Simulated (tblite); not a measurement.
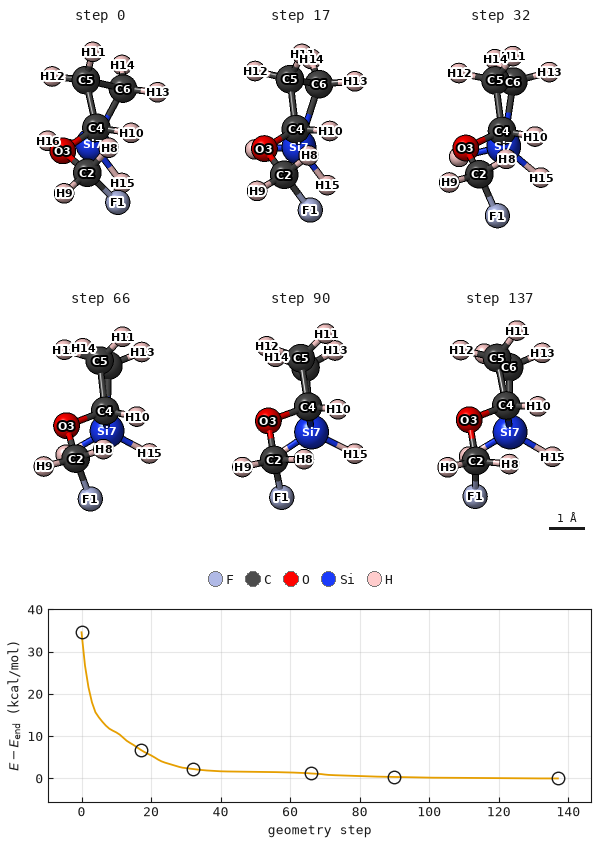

Frames of a relaxation of C$_{4}$H$_{9}$FOSi, marked on the history of the run. The picture is a ball-and-stick view, seen from a free direction.

Level of theory: GFN2-xTB geometry optimisation, gas phase in tblite. 

Describe the path.

Answer. The energy falls by 34.6 kcal/mol in 137 geometry steps. The atom that moves furthest after the best rigid fit is F1 (1.35 Å). Largest moves by element: F 1.35 Å, H 1.31 Å, Si 0.57 Å, O 0.54 Å, C 0.54 Å. Among the contacts that change: C2–O3 1.408 → 1.350 Å, C4–Si7 1.886 → 1.933 Å, C6–Si7 1.872 → 1.916 Å, C5–H12 1.128 → 1.088 Å. Among the angles between lasting bonds that change: C4–C5–C6 85.6° → 99.8°, C2–O3–C4 104.3° → 114.0°, C4–Si7–C6 66.8° → 75.5°. Groups turn about O3–C4 by about 45°, C5–C6 by about 35°, C4–Si7 by about 30°. From step 0 to 17: H13 moves most (0.48 Å), energy −27.8 kcal/mol. From step 17 to 32: H13 moves most (0.54 Å), energy −4.55 kcal/mol. From step 32 to 66: H16 moves most (0.53 Å), energy −1.06 kcal/mol. From step 66 to 90: F1 moves most (0.47 Å), energy −0.85 kcal/mol. From step 90 to 137: H8 moves most (0.29 Å), energy −0.32 kcal/mol.

| step | E − E(0), kcal/mol |
| --- | --- |
| 0 | 0.00 |
| 1 | -7.88 |
| 2 | -13.02 |
| 3 | -16.58 |
| 4 | -18.93 |
| 5 | -20.15 |
| 6 | -21.18 |
| 7 | -22.10 |
| 8 | -22.82 |
| 9 | -23.30 |
| 10 | -23.71 |
| 17 | -27.81 |
| 23 | -30.55 |
| 30 | -32.15 |
| 37 | -32.77 |
| 43 | -32.96 |
| 50 | -33.04 |
| 57 | -33.13 |
| 63 | -33.28 |
| 70 | -33.68 |
| 77 | -33.98 |
| 84 | -34.15 |
| 90 | -34.28 |
| 97 | -34.38 |
| 104 | -34.45 |
| 110 | -34.47 |
| 117 | -34.50 |
| 124 | -34.53 |
| 130 | -34.60 |
| 137 | -34.60 |
